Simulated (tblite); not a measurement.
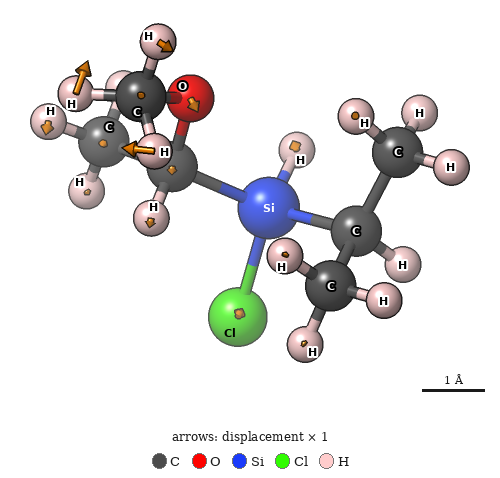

This is a relaxation of C6H15ClOSi. The starting structure is drawn; orange arrows show the displacements, at their true length. The two geometries are superimposed by the best rigid fit.

Style: ball-and-stick. Shown from a free direction.

Method: GFN2-xTB geometry optimisation, gas phase in tblite 0.8.0. 

**Atoms of which element are displaced furthest, and by how much?**

Hydrogen: up to 0.63 Å, against 0.28 Å for oxygen.

**Describe the change and its energy.**

The atom that moves furthest after the best rigid fit is an H atom (0.63 Å). Largest moves by element: H 0.63 Å, O 0.28 Å, Cl 0.21 Å, C 0.16 Å, Si 0.05 Å. Near-neighbour distances that change, for instance: Cl–Si 2.066 → 2.033 Å, C–H 1.106 → 1.087 Å, C–O 1.423 → 1.405 Å, H–Si 1.481 → 1.464 Å. Bond angles that change, for instance: O–C–Si 112.8° → 104.0°, Si–C–H 104.5° → 110.2°, O–C–C 109.2° → 113.0°. After 104 geometry steps the energy has fallen by 3.33 kcal/mol.
